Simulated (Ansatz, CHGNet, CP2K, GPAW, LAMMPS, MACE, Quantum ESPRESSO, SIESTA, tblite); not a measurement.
# GPAW on glassy 69SiO2-10CaO-10Na2O-10BaO (mol %) (81 atoms): settings against a plane-wave reference

Wanted: GPAW inputs and outputs for glassy 69SiO2-10CaO-10Na2O-10BaO (mol %) (81 atoms), checked against a plane-wave reference.

Method: the method is named at each step, in GPAW 26.7.0.

## Step 1: Set-up

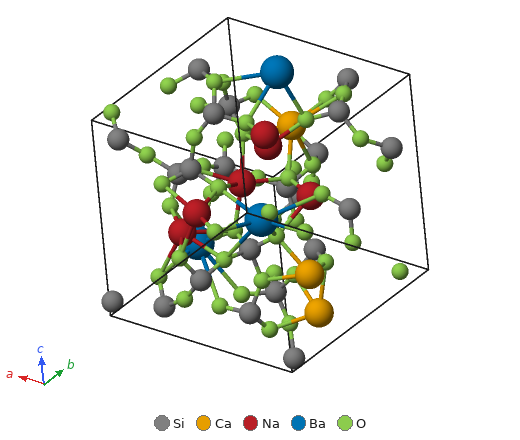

The starting structure, seen from a free direction (silicon grey, calcium orange, sodium red, barium blue, oxygen green). Bonds to atoms that aren't drawn are left out. Some periodic images of atoms are drawn too.

The cell holds 81 atoms: 20 Si, 3 Ca, 6 Na, 3 Ba and 49 O. Its edges and angles: a = 10.453 Å, b = 10.453 Å, c = 10.453 Å, α = 90.0°, β = 90.0°, γ = 90.0°. 81 atoms (20 Si, 3 Ca, 6 Na, 3 Ba, 49 O) placed at random at 2.8 g/cm³, melted at 4000 K for 10 ps at fixed volume with the Morse and Coulomb pair potential with partial charges (Pedone, Malavasi, Menziani, Cormack and Segre, J. Phys. Chem. B 110, 11780 (2006)). Quenched from 4000 K to 300 K at 8 K/ps and fixed volume, held 10 ps at zero pressure.

The yardstick, on the same geometry:

| Item | Value |
| --- | --- |
| method | Kohn-Sham DFT, PBE, PAW, plane waves (Ansatz 0.2.0); cutoff 420 eV, Γ point, fermi-dirac smearing of 0.05 eV; PAW set soft_2 |
| r.m.s. force component | 1.293 eV/Å |
| longest force | 5.352 eV/Å |
| pressure | 5.46 GPa |
| gap (highest filled to lowest empty level) | 2.944 eV |
| SCF cycles | 9 |
| time | 6.8 s on 8 threads of Arm Neoverse V2, shared host |
| CPU time | 49 s |

## Step 2: PBE, LCAO dzp, h 0.18 Å

Method: Kohn-Sham DFT, PBE, PAW, atomic orbitals (dzp).

File run.py:

```python
import numpy as np
from ase.io import read
from gpaw import GPAW, FermiDirac

atoms = read("structure.xyz")
atoms.calc = GPAW(
    mode="lcao",
    basis="dzp",
    h=0.18,
    xc="PBE",
    kpts={"size": (1, 1, 1), "gamma": True},
    occupations=FermiDirac(0.05),
    maxiter=200,
    symmetry={"point_group": False},
    txt="gpaw.txt",
)
energy = atoms.get_potential_energy(force_consistent=True)
forces = atoms.get_forces()
print(f"energy {energy:.6f} eV")
print("forces (eV/A)")
for i, (a, f) in enumerate(zip(atoms, forces)):
    print(f"{i:4d} {a.symbol:2s} {f[0]:10.5f} {f[1]:10.5f} {f[2]:10.5f}")
print(f"Fermi level {atoms.calc.get_fermi_level():.4f} eV")
for k in range(len(atoms.calc.get_ibz_k_points())):
    for s in range(atoms.calc.get_number_of_spins()):
        e = atoms.calc.get_eigenvalues(kpt=k, spin=s)
        n = np.searchsorted(e, atoms.calc.get_fermi_level())
        print(f"k {k} spin {s} levels about the Fermi level:", np.round(e[max(n - 6, 0):n], 4).tolist(), "|", np.round(e[n:n + 6], 4).tolist())
```

File structure.xyz:

```xyz
81
Lattice="10.45342 0.00000 0.00000 0.00000 10.45342 0.00000 0.00000 0.00000 10.45342" Properties=species:S:1:pos:R:3 pbc="T T T"
Si 9.66565 7.84027 6.91441
Si 7.35618 0.19004 1.28932
Si 3.89359 9.83510 7.65797
Si 3.93592 2.13260 0.90349
Si 10.45300 0.24273 0.62741
Si 1.17841 4.73927 8.87694
Si 7.65880 3.34185 0.95314
Si 6.75019 5.46379 9.42167
Si 1.23998 0.87861 3.48381
Si 9.50613 6.88734 9.82998
Si 3.98077 10.03466 2.31292
Si 5.25880 4.17395 2.86601
Si 1.22148 10.13919 6.32317
Si 3.08909 4.63013 6.59214
Si 2.37387 8.88164 10.33582
Si 0.00272 1.78158 8.49121
Si 9.11653 5.12333 5.53383
Si 4.84756 2.40930 8.31246
Si 1.30898 4.04286 4.07035
Si 7.77369 2.59119 7.00327
Ca 0.84767 3.35461 1.18155
Ca 4.27942 6.82535 8.37685
Ca 3.25864 5.85412 1.22054
Na 5.98103 4.90840 5.80740
Na 9.64663 5.90461 2.61074
Na 7.97042 2.72489 3.74107
Na 8.87506 10.37241 4.67540
Na 3.90425 7.23460 4.50417
Na 6.36373 7.51423 6.31763
Ba 7.43332 9.95720 8.66850
Ba 5.36574 0.61560 5.04179
Ba 7.02700 7.31656 2.26975
O 5.39156 5.77844 10.26369
O 3.19383 9.46191 9.00196
O 1.32800 2.46648 3.55280
O 7.90456 6.56088 9.77782
O 8.27660 4.00512 6.45509
O 8.11948 5.80217 4.47511
O 7.61594 1.61673 5.84628
O 7.42266 4.09868 9.98281
O 2.46868 1.66931 0.70487
O 8.88656 1.85527 8.07934
O 1.51188 4.97917 2.83904
O 2.49105 7.36161 10.03403
O 0.75944 0.32040 4.92607
O 0.53971 3.36224 8.22747
O 6.33446 2.66071 7.79647
O 4.11792 3.44649 1.91559
O 7.53660 0.22004 2.81511
O 2.83957 9.93159 6.45478
O 4.84359 5.65509 2.91473
O 0.30022 0.52706 2.24236
O 6.27937 5.71948 7.94000
O 6.42812 9.62425 0.58163
O 9.71457 6.33111 6.41924
O 7.42674 1.77144 0.82812
[... 21 atom lines left out ...]
O 5.39396 3.36255 4.25057
O 2.07668 5.40578 7.65995
O 2.29829 4.08656 5.31776
O 0.02666 1.53393 10.06288
```

The run is started by

```console
> OMP_NUM_THREADS=1 python run.py > output.txt
```

The program printed:

```text
energy -545.032455 eV
forces (eV/A)
   0 Si    1.42731    0.02077    1.97447
   1 Si    1.97736    1.91718   -0.58479
   2 Si   -1.43601    1.31712    2.05697
   3 Si   -0.06223    0.92342   -0.20020
   4 Si   -1.45422   -0.66681    1.11038
   5 Si   -1.81850    0.86476   -3.15521
   6 Si   -0.70847    0.54810   -1.80913
   7 Si   -0.90300    0.33900    1.52582
   8 Si    3.20570   -0.84100   -1.37020
   9 Si   -0.51489    0.15810   -0.01597
  10 Si   -2.30281    0.98335   -0.52158
  11 Si    0.42359   -4.35338    0.59278
  12 Si    0.69042    1.18371    2.46818
  13 Si   -1.46690   -1.08109    2.04128
  14 Si    2.29710   -0.03213   -1.52794
  15 Si    1.21421    3.64684   -1.93050
  16 Si   -1.98860    0.96969    0.73703
  17 Si   -2.69008    0.76879   -1.65751
  18 Si   -0.62178   -0.48810    1.82325
  19 Si    1.49610    0.84408    3.35319
  20 Ca    0.30924   -0.54406   -0.70716
  21 Ca   -0.88191   -0.98802    1.27539
  22 Ca    0.07551   -0.69281   -1.30664
  23 Na    0.26470   -0.70807   -0.02052
[...]
73 O     0.93683   -0.99194   -0.04189
  74 O     0.21733    1.09091    2.67452
  75 O     0.50464   -0.20021    0.84393
  76 O     3.17890   -1.94149   -1.80780
  77 O     0.46390   -0.88103    1.34334
  78 O    -0.48207    0.76674   -0.21422
  79 O     0.51475   -1.21023   -0.22073
  80 O     0.05340    0.23842    1.89230
Fermi level 4.7697 eV
k 0 spin 0 levels about the Fermi level: [2.8763, 2.9582, 3.0511, 3.1369, 3.3613, 3.3954] | [6.2231, 7.0825, 7.5606, 7.7082, 7.7975, 8.0057]
```

gpaw.txt:

```text
Input parameters:
  mode=LCAO(),
  basis={'default': 'dzp'},
  h=0.18,
  kpts=MonkhorstPack(size=(1, 1, 1), gamma=True),
  maxiter=200,
  occupations=Occupations(name='fermi-dirac', width=0.05, fixmagmom=False),
  symmetry=Symmetry(point_group=False),
  xc=XC(name='PBE')
Unit cell  # Å
| periodic |         x |         y |         z |   lengths |    angles |
|----------|-----------|-----------|-----------|-----------|-----------|
|      yes | 10.453420 |  0.000000 |  0.000000 | 10.453420 | 90.000000 |
|      yes |  0.000000 | 10.453420 |  0.000000 | 10.453420 | 90.000000 |
|      yes |  0.000000 |  0.000000 | 10.453420 | 10.453420 | 90.000000 |
Number of symmetries: 1
Symmetry operations  # r_c * U_cc + t_c -> r_c
|   | kind |            matrix            |
|---|------|------------------------------|
| 0 |  E   |  1, 0, 0,  0, 1, 0,  0, 0, 1 |
BZ-sampling:
  Number of BZ points: 1
  Number of IBZ points: 1
  Monkhorst-Pack size: [1, 1, 1]
  Monkhorst-Pack shift: [0, 0, 0]
[... lines left out ...]
eigensolver:
density mixing:
  MSR1-Mixer
occupation numbers:
  Fermi-Dirac:
    width: 0.0500  # eV
FastPoissonSolver using
    Stencil: 6*3+1=19 point O(h^6) finite-difference Laplacian
xc functional:
  name: PBE with 2 nearest neighbor stencil
interpolation: tri-quintic # 5. degree polynomial
Initialization done in: 12.270 s
convergence criteria:
- Maximum [total energy] change in last 3 cyles: 0.0005 eV / valence electron
- Maximum integral of absolute [dens]ity change: 0.0001 electrons / valence electron
- Maximum integral of absolute [eigenst]ate change: 4e-08 eV^2 / valence electron
maximum number of iterations: 200
SCF iterations
|iter     |      energy | eigst |  dens |
|---------|-------------|-------|-------|
|iter:   1| -596.175118 |      c|       |
|iter:   2| -582.824870 |      c| -0.83 |
|iter:   3| -544.462045 |      c| -0.88 |
|iter:   4| -544.837471 |      c| -1.47 |
|iter:   5| -545.065901 |      c| -1.77 |
|iter:   6| -545.033211c|      c| -2.27 |
|iter:   7| -545.032610c|      c| -3.07 |
|iter:   8| -545.032468c|      c| -3.49 |
|iter:   9| -545.032456c|      c| -3.93 |
|iter:  10| -545.032455c|      c| -4.40c|
Converged in 10 steps
SCF loop duration: 226.241 s (22.624 s/step)
Energy contributions relative to reference atoms: (reference = -1003606.445976)
Energy contributions:
  Kinetic:         726.921321
  Coulomb:        -618.105848
  Zero:              4.923869
  External:          0.000000
  Xc:             -658.771797
  Entropy:          -0.000000
  Spinorbit:         0.000000
  ----------------------------
  Free energy:    -545.032455
  Extrapolated:   -545.032455
dipole moment: (-1.384530, -21.733513, 26.295406)  # |e|*Ang
Fermi level: 4.770
Eigenvalues  # (at kpt = [0.000, 0.000, 0.000])
| band index |      eig [eV] | occ [0-2] |
|------------|---------------|-----------|
|          0 |       -35.662 |     2.000 |
|        ... |               |           |
|        230 |         2.688 |     2.000 |
|        231 |         2.858 |     2.000 |
[...]
|        245 |         8.285 |     0.000 |
|        ... |               |           |
|        289 |        11.110 |     0.000 |
Gap: 2.828 eV
Transition (v -> c):
  (s=0, k=0, n=237, [0.00, 0.00, 0.00]) -> (s=0, k=0, n=238, [0.00, 0.00, 0.00])
No difference between direct/indirect transitions
Force computation time: 58.966  # s
timing:  # [seconds]
  Total:  297.510  # ━━━━━━━━━━━━━━━━━━━━━━━━━━━━━━━━━━━━━━━━━━━━━━━━━━━━━━━━
  Init:    12.270  # ━━╸
  SCF:    226.241  # ━━━━━━━━━━━━━━━━━━━━━━━━━━━━━━━━━━━━━━━━━━╸
  Forces:  58.966  # ━━━━━━━━━━━
```

Run time: 5 min. Hardware: 1 thread of Arm Neoverse V2, shared host; peak memory 2.1 GiB.

Banners, paths, timers and routine set-up lines are dropped from the logs unmarked, and long logs keep their key lines alone; longer cuts are marked.

Compared with the plane-wave run:

- r.m.s. force component: 1.586 eV/Å
- r.m.s. difference of force components: 375.7 meV/Å
- longest difference of force vectors: 1330 meV/Å
- force difference over r.m.s. force: 29.05 %
- slope of forces against the reference's: 1.21
- correlation of force components: 0.9865
- gap (highest filled to lowest empty level): 2.828 eV
- gap difference: -0.1167 eV

This run lies far from the reference in forces at the same functional. Basis and potentials both differ; the latter hold 476 valence electrons against the reference's 488.

Length of the force difference by element (eV/Å):

| element | atoms | mean | most |
| --- | --- | --- | --- |
| Ba | 3 | 0.18 | 0.21 |
| Ca | 3 | 0.079 | 0.14 |
| Na | 6 | 0.091 | 0.13 |
| O | 49 | 0.74 | 1.3 |
| Si | 20 | 0.30 | 0.53 |

Levels nearest the highest filled one (eV from it): -0.52, -0.44, -0.34, -0.26, -0.03, 0.00, 2.83, 3.69, 4.17, 4.31, 4.40, 4.61.

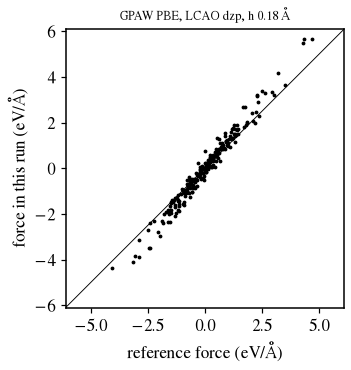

Force components against those of the reference; the line marks equality.

The surroundings of O78, picked at random, nearest first, numbered as they follow in the input and with coordinates relative to it.

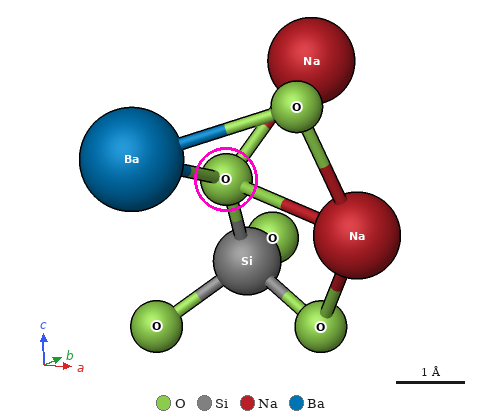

The atoms of the table, within 3.2 Å (arrows a, b, c point along x, y, z); some may hide others; the central atom is ringed.

| atom | x | y | z | distance (Å) | Fx | Fy | Fz (eV/Å) |
| --- | --- | --- | --- | --- | --- | --- | --- |
| O78 | 0.00 | 0.00 | 0.00 | 0.00 | 0.46 | -0.88 | 1.34 |
| Si12 | -0.14 | 0.81 | -1.38 | 1.61 | 0.42 | -4.35 | 0.59 |
| Na24 | 0.59 | 1.55 | 1.56 | 2.27 | 0.26 | -0.71 | -0.02 |
| O62 | 1.25 | 0.56 | -2.21 | 2.60 | -0.19 | 1.24 | 1.03 |
| O48 | -1.28 | 0.08 | -2.33 | 2.66 | -1.49 | 0.04 | -1.38 |
| Na26 | 2.58 | -0.64 | -0.51 | 2.70 | -0.26 | 0.21 | -0.25 |
| O51 | -0.55 | 2.29 | -1.34 | 2.71 | -0.85 | 5.48 | 0.55 |
| Ba31 | -0.03 | -2.75 | 0.79 | 2.86 | -0.16 | 1.47 | -1.16 |
| O39 | 2.22 | -1.75 | 1.60 | 3.25 | -0.32 | -3.83 | -4.11 |

Atoms are counted from 1 here, from 0 in the log.

Forces lie 29 % from the reference's, at 6.1 times its CPU time (on 1 against 8 cores).

## Step 3: PBE, grid h 0.2 Å

Method: Kohn-Sham DFT, PBE, PAW, finite differences on a real-space grid.

Changes to run.py since step 2:

```diff
@@ -3,2 +3,3 @@
 from gpaw import GPAW, FermiDirac
+from ase.parallel import parprint as print
 
@@ -6,5 +7,4 @@
 atoms.calc = GPAW(
-    mode="lcao",
-    basis="dzp",
-    h=0.18,
+    mode="fd",
+    h=0.2,
     xc="PBE",
@@ -14,2 +14,3 @@
     symmetry={"point_group": False},
+    nbands=290,
     txt="gpaw.txt",
```

structure.xyz is that of step 2.

The run is started by

```console
> OMP_NUM_THREADS=1 mpirun -np 2 gpaw python run.py > output.txt
```

The program printed:

```text
energy -595.792376 eV
forces (eV/A)
   0 Si    1.33422    0.15536    1.93183
   1 Si    2.22222    1.86474   -0.58684
   2 Si   -1.23612    1.29963    2.01395
   3 Si   -0.03917    0.86633   -0.18972
   4 Si   -1.54774   -0.71482    1.11755
   5 Si   -1.79536    0.81236   -3.18411
   6 Si   -0.59322    0.50378   -1.64385
   7 Si   -0.97807    0.57397    1.51979
   8 Si    3.08266   -0.73902   -1.31347
   9 Si   -0.65954    0.16635    0.04743
  10 Si   -2.27418    0.82690   -0.30300
  11 Si    0.39928   -4.22087    0.56115
  12 Si    0.67467    1.04604    2.33711
  13 Si   -1.43676   -0.87203    1.99231
  14 Si    2.41744   -0.09020   -1.58363
  15 Si    1.01444    3.58322   -1.81967
  16 Si   -1.93906    0.95907    0.64331
  17 Si   -2.61662    0.62561   -1.68366
  18 Si   -0.69387   -0.51732    1.74636
  19 Si    1.36207    0.72649    3.22738
  20 Ca    0.33181   -0.46863   -0.67358
  21 Ca   -0.80163   -0.95747    1.21557
  22 Ca    0.08142   -0.65721   -1.28196
  23 Na    0.24228   -0.64211   -0.00867
[...]
73 O     1.11112   -0.86487   -0.14173
  74 O     0.11452    0.85334    2.12084
  75 O     0.35688   -0.12128    0.56506
  76 O     2.72034   -1.54015   -1.61021
  77 O     0.42121   -0.61658    0.80971
  78 O    -0.52578    0.26770   -0.15406
  79 O     0.35382   -0.98770   -0.21968
  80 O     0.01279   -0.07272    1.60620
Fermi level 4.7165 eV
k 0 spin 0 levels about the Fermi level: [2.7385, 2.8384, 2.932, 3.0307, 3.2103, 3.2647] | [6.2285, 7.0763, 7.5417, 7.6824, 7.769, 7.972]
```

gpaw.txt:

```text
Input parameters:
  mode=FD(),
  h=0.2,
  kpts=MonkhorstPack(size=(1, 1, 1), gamma=True),
  maxiter=200,
  nbands=290,
  occupations=Occupations(name='fermi-dirac', width=0.05, fixmagmom=False),
  symmetry=Symmetry(point_group=False),
  xc=XC(name='PBE')
Diagonalizing LCAO Hamiltonian
Converting LCAO to fd mode
       .-------------------------.
      /|    Si                   |
[... lines left out ...]
  Converge bands: occupied
[... lines left out ...]
  Fermi-Dirac:
[... lines left out ...]
convergence criteria:
- Maximum [total energy] change in last 3 cyles: 0.0005 eV / valence electron
[... lines left out ...]
Converged in 18 steps
[... lines left out ...]
  Coulomb:        -791.840354
  Zero:             30.862641
  External:          0.000000
  Xc:             -673.143709
  Entropy:          -0.000000
  Spinorbit:         0.000000
  ----------------------------
  Free energy:    -595.792376
  Extrapolated:   -595.792376
dipole moment: (-1.625044, -21.774207, 26.897979)  # |e|*Ang
Fermi level: 4.717
Eigenvalues  # (at kpt = [0.000, 0.000, 0.000])
| band index |      eig [eV] | occ [0-2] |
|------------|---------------|-----------|
|          0 |       -35.647 |     2.000 |
|        ... |               |           |
|        230 |         2.571 |     2.000 |
|        231 |         2.732 |     2.000 |
[...]
|        245 |         8.252 |     0.000 |
|        ... |               |           |
|        289 |        11.611 |     0.000 |
Gap: 2.964 eV
Transition (v -> c):
  (s=0, k=0, n=237, [0.00, 0.00, 0.00]) -> (s=0, k=0, n=238, [0.00, 0.00, 0.00])
No difference between direct/indirect transitions
Force computation time: 4.164  # s
```

It took 3.5 min on 2 MPI ranks; peak memory 2.1 GiB; 6.9 min of CPU time.

Compared with the plane-wave run:

- r.m.s. force component: 1.428 eV/Å
- r.m.s. difference of force components: 168.6 meV/Å
- longest difference of force vectors: 670.3 meV/Å
- force difference over r.m.s. force: 13.04 %
- slope of forces against the reference's: 1.101
- correlation of force components: 0.9972
- gap (highest filled to lowest empty level): 2.964 eV
- gap difference: 0.0194 eV

Against the first run (29 %), the force difference from the reference is 13 %, at 1.4 times the CPU time (on 2 against 1 cores) (18 SCF steps against 10).

## Step 4: PBE, LCAO sz(dzp), h 0.18 Å

Method: Kohn-Sham DFT, PBE, PAW, atomic orbitals (sz(dzp)).

Changes to run.py since step 3:

```diff
@@ -3,3 +3,2 @@
 from gpaw import GPAW, FermiDirac
-from ase.parallel import parprint as print
 
@@ -7,4 +6,5 @@
 atoms.calc = GPAW(
-    mode="fd",
-    h=0.2,
+    mode="lcao",
+    basis="sz(dzp)",
+    h=0.18,
     xc="PBE",
@@ -14,3 +14,2 @@
     symmetry={"point_group": False},
-    nbands=290,
     txt="gpaw.txt",
```

structure.xyz is that of step 3.

The run is started by

```console
> OMP_NUM_THREADS=1 python run.py > output.txt
```

The program printed:

```text
energy -426.884197 eV
forces (eV/A)
   0 Si    3.94425   -0.91552    1.95844
   1 Si    2.11725    3.23292   -1.16805
   2 Si   -1.94049    2.14300    2.09384
   3 Si    1.48490    2.37781   -1.29244
   4 Si   -0.90145   -0.81514    1.83477
   5 Si   -3.33143    1.78062   -4.29576
   6 Si   -1.82788   -0.11088   -3.22422
   7 Si    0.69650   -0.63761    1.71857
   8 Si    2.63146   -0.64416   -1.01917
   9 Si   -0.09100    0.39961   -0.75467
  10 Si   -2.67719    0.52451   -1.18070
  11 Si    0.67794   -4.51017   -0.16796
  12 Si    0.79713    1.28384    2.25297
  13 Si   -1.89544   -3.01523    1.60406
  14 Si    2.01087    1.56520   -1.68370
  15 Si    2.02596    3.87804   -2.26398
  16 Si   -1.10734   -0.08118    2.49652
  17 Si   -2.76071    1.27031   -1.74118
  18 Si   -0.71858   -1.78488    3.26862
  19 Si    1.25363    2.34262    5.42179
  20 Ca    0.50254   -0.88338   -0.88905
  21 Ca   -1.09272   -0.95856    1.01078
  22 Ca    0.00551   -0.98893   -1.46570
  23 Na    0.27810   -0.63435    0.13688
[...]
73 O     0.82560   -1.07348    0.02076
  74 O     0.53834    1.39360    5.93464
  75 O     1.32422   -0.35777    1.08019
  76 O     5.34305   -4.09397   -1.96822
  77 O     0.91099   -2.56741    4.06781
  78 O    -0.29928    1.94756   -0.17522
  79 O     0.66248   -1.33078   -0.08307
  80 O     0.04202    1.07258    2.65650
Fermi level 5.7014 eV
k 0 spin 0 levels about the Fermi level: [3.877, 3.9685, 4.0781, 4.1159, 4.332, 4.3806] | [6.9309, 7.9908, 8.4125, 8.459, 8.5464, 8.8102]
```

gpaw.txt:

```text
Input parameters:
  mode=LCAO(),
  basis={'default': 'sz(dzp)'},
  h=0.18,
  kpts=MonkhorstPack(size=(1, 1, 1), gamma=True),
  maxiter=200,
  occupations=Occupations(name='fermi-dirac', width=0.05, fixmagmom=False),
  symmetry=Symmetry(point_group=False),
  xc=XC(name='PBE')
Unit cell  # Å
| periodic |         x |         y |         z |   lengths |    angles |
[... lines left out ...]
  Fermi-Dirac:
[... lines left out ...]
convergence criteria:
- Maximum [total energy] change in last 3 cyles: 0.0005 eV / valence electron
[... lines left out ...]
Converged in 10 steps
[... lines left out ...]
  Free energy:    -426.884197
  Extrapolated:   -426.884197
dipole moment: (-1.949964, -21.725928, 24.680753)  # |e|*Ang
Fermi level: 5.701
Eigenvalues  # (at kpt = [0.000, 0.000, 0.000])
| band index |      eig [eV] | occ [0-2] |
|------------|---------------|-----------|
|          0 |       -34.497 |     2.000 |
|        ... |               |           |
|        230 |         3.647 |     2.000 |
|        231 |         3.740 |     2.000 |
[...]
|        245 |         9.068 |     0.000 |
|        ... |               |           |
|        289 |        12.289 |     0.000 |
Gap: 2.550 eV
Transition (v -> c):
  (s=0, k=0, n=237, [0.00, 0.00, 0.00]) -> (s=0, k=0, n=238, [0.00, 0.00, 0.00])
No difference between direct/indirect transitions
Force computation time: 16.780  # s
timing:  # [seconds]
  Total:  100.469  # ━━━━━━━━━━━━━━━━━━━━━━━━━━━━━━━━━━━━━━━━━━━━━━━━━━━━━━━━
  Init:     8.320  # ━━━━╸
  SCF:     75.339  # ━━━━━━━━━━━━━━━━━━━━━━━━━━━━━━━━━━━━━━━━━━
  Forces:  16.780  # ━━━━━━━━━╸
```

Elapsed: 1.7 min, on 1 thread; peak memory 1.6 GiB.

Numbers from this run, and their distance from the reference:

```yaml
r_m_s_force_component: 2.449 eV/Å
r_m_s_difference_of_force_components: 1387 meV/Å
longest_difference_of_force_vectors: 4714 meV/Å
force_difference_over_r_m_s_force: 107.2 %
slope_of_forces_against_the_reference_s: 1.718
correlation_of_force_components: 0.9072
spacing_of_highest_filled_and_lowest_empty_level: 2.55 eV
gap_difference: -0.3941 eV
```

This is a coarse setting, run to see what it loses.

Against the first run (29 %), the force difference from the reference is 107 %, at 0.34 times the CPU time, with 396 basis functions against 1173: the smaller basis costs accuracy.

(Part 1 of 2 ends here.)

[Also dropped from logs without a mark: logging warnings of Python, and SIESTA's first energy breakdown and zero terms.]

[Logs are printed without paths, hosts, clocks, repeated set-up lines and the standing remarks that a program may print on its own settings, such as how far it seeks lower states.]

[Hosts, paths, dates, database ids (printed as entryN), source tags and the programs' standing remarks are cut or masked in the printed files.]
